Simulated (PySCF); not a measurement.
SMILES [SiH3]O[SiH2][SeH] (H₆OSeSi₂) at its B3LYP/def2-SVP optimised geometry (Å):

```
10

Si     1.4432    -0.0476    -0.5839
O      0.0164    -0.6787     0.0000
Si    -1.6385    -0.6787     0.0000
Se    -2.5541     1.4309     0.0000
H      1.6447     1.3372    -0.0717
H      1.4308    -0.0225    -2.0755
H      2.5541    -0.9176    -0.1125
H     -2.0771    -1.4309     1.2020
H     -2.1647    -1.2903    -1.2506
H     -2.1371     1.7139     1.3881
```

Calculation: B3LYP/def2-TZVP (PySCF). Cells within 0.4 Å of a nucleus heavier than hydrogen are left out (blank, or x).

Map of the Laplacian of the electron density (e/bohr⁵), clipped to [-1.50, 1.50] on the plane z = 0.0 Å:

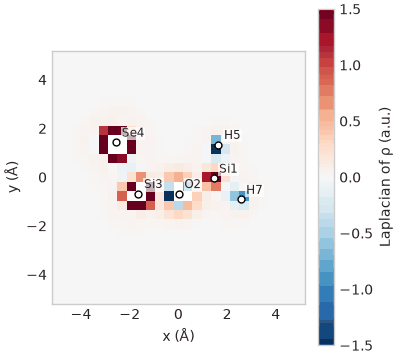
*Laplacian of the electron density (e/bohr⁵), clipped to [-1.50, 1.50] on the plane z = 0.0 Å.*
